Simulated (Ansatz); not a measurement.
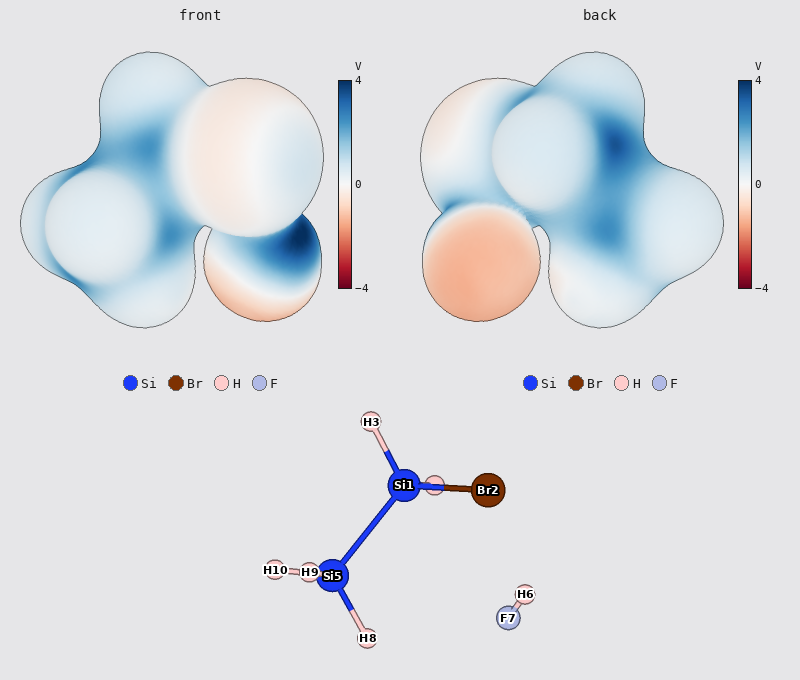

BrH₅Si₂···HF. The molecular electrostatic potential painted on the density surface at 0.004 e/bohr³, seen from the front and from behind; red is negative and blue positive. The bare structure is drawn below in the same view.

All numbers below come from RHF/def2-SVP (Ansatz 0.2.0).

Input

```
crystal:
  periodic: [false, false, false]
  atoms:
    - { symbol: Si, position_ang: [-0.305295, -1.093835, -0.264299] }
    - { symbol: Br, position_ang: [1.918114, -1.666253, -0.39024] }
    - { symbol: H, position_ang: [-0.943638, -1.873334, -1.345045] }
    - { symbol: H, position_ang: [-0.819568, -1.561319, 1.032221] }
    - { symbol: Si, position_ang: [-0.576525, 1.210893, -0.706667] }
    - { symbol: H, position_ang: [1.747669, -0.20845, 2.002787] }
    - { symbol: F, position_ang: [0.939339, 0.148935, 2.151093] }
    - { symbol: H, position_ang: [-0.091556, 2.059914, 0.398075] }
    - { symbol: H, position_ang: [0.156448, 1.531301, -1.954414] }
    - { symbol: H, position_ang: [-2.02489, 1.452248, -0.92331] }
basis:
  gaussian: { orbitals: def2-SVP }
hamiltonian:
  xc: hf
relax:
  f_tol: 0.03
  max_steps: 50
output:
  orbitals: {}
```

Run with:

```sh
ansatz run input.yaml --threads 2 --pin off --max-ram 3072MiB --backend cpu --events-out ev --progress --plain --runs-dir out
```

The fields are those of the run's last geometry, not of the input's.

Q: Describe the electrostatic potential map.

A: The most negative region (about −1.4 V) lies over F7, the most positive (about +3.6 V) over H6.
